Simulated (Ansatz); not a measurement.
Two G0W0 runs on WSi2N4/WSi2N4 (MoSi2N4 type bilayer).

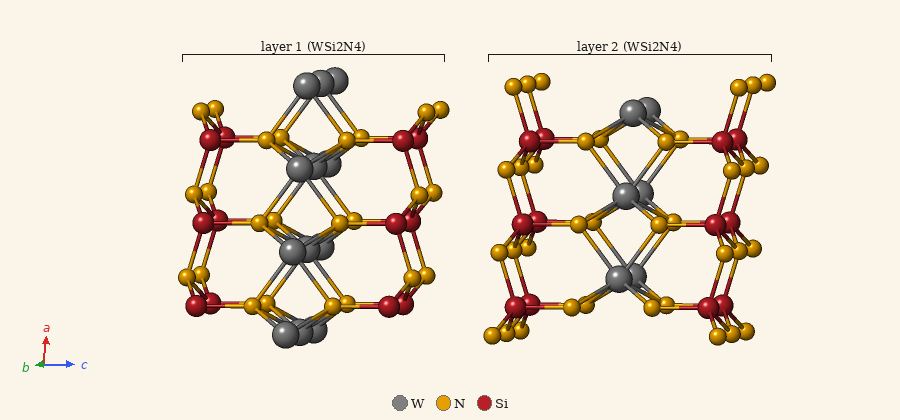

The structure (tungsten grey, nitrogen orange, silicon red). Bonds to atoms that aren't drawn are left out. 3×2×1 cells are drawn. Some periodic images of atoms are drawn too.

The cell holds 14 atoms: 2 W, 8 N and 4 Si. Cell: a = 2.883 Å, b = 2.883 Å, c = 56.900 Å, α = 90.0°, β = 90.0°, γ = 120.0°. It derives from N4Si2W1. Regions: layer 1 (WSi2N4), 7 atoms (1 W, 4 N and 2 Si); layer 2 (WSi2N4), 7 atoms (1 W, 4 N and 2 Si). Vacuum lies along c.

```xyz
14
Lattice="2.8826 0.0000 0.0000 -1.4413 2.4964 0.0000 0.0000 0.0000 56.9000" Properties=species:S:1:pos:R:3
W     0.0000    0.0000   23.5179
N     0.0000    1.6643   24.7595
N     0.0000    1.6643   22.2751
Si    0.0000    1.6643   26.4929
Si    0.0000    1.6643   20.5401
N     1.4413    0.8321   26.9967
N     1.4413    0.8321   20.0321
W     1.4413    0.8321   33.3821
N     0.0000    1.6643   34.6249
N     0.0000    1.6643   32.1405
Si    0.0000    1.6643   36.3599
Si    0.0000    1.6643   30.4071
N     0.0000    0.0000   36.8679
N     0.0000    0.0000   29.9033
```

The structure was relaxed with PBEsol-D3(BJ). The runs that relaxed it are not among those shown. Spin-orbit coupling is left out unless a run names it.

The first (Ansatz 0.2.0; start PBEsol, 9×9×1 mesh, 603 empty bands, screening to 75 eV, PAW set soft_1 files; 1 × NVIDIA H100 80GB HBM3 (shared by 6 runs) with 3 threads of AMD EPYC 7R13 (Zen 3), shared host) gave, on its mesh: starting gap 2.00 eV, G0W0 gap 2.81 eV, mean of 1 + 4πα/V (set by the cell height) 2.77, 1.8 min.

The second gave: starting gap 2.00 eV, G0W0 gap 2.71 eV, mean of 1 + 4πα/V (set by the cell height) 2.78, 93 s.

Question: What was changed in the input? Choose among start, files, mesh, bands and cutoff, frequency model or another key.

Changed: empty bands from 603 to 244 and screening cutoff (eV) from 75.0 to 41. The starting gap stayed, which rules out the functional and points to the GW step. Other changes could give like numbers; this is the one that was made.

Limits: not at the basis limit; coarse mesh for a sheet; no spin-orbit coupling.

[Paths, hosts, dates, memory and timing lines, banners, echoed tables and standing remarks are left out of the program output.]

[Logs are printed without paths, hosts, clocks, repeated set-up lines and the standing remarks that a program may print on its own settings, such as how far it seeks lower states.]

[Runs of the session that timed out or met a known fault of the program may be left out.]

[Cells called generated may have been cut or substituted from an entry of the Crystallography Open Database or the Materials Project.]

[Hosts, paths, dates, database ids (printed as entryN), source tags and the programs' standing remarks are cut or masked in the printed files.]
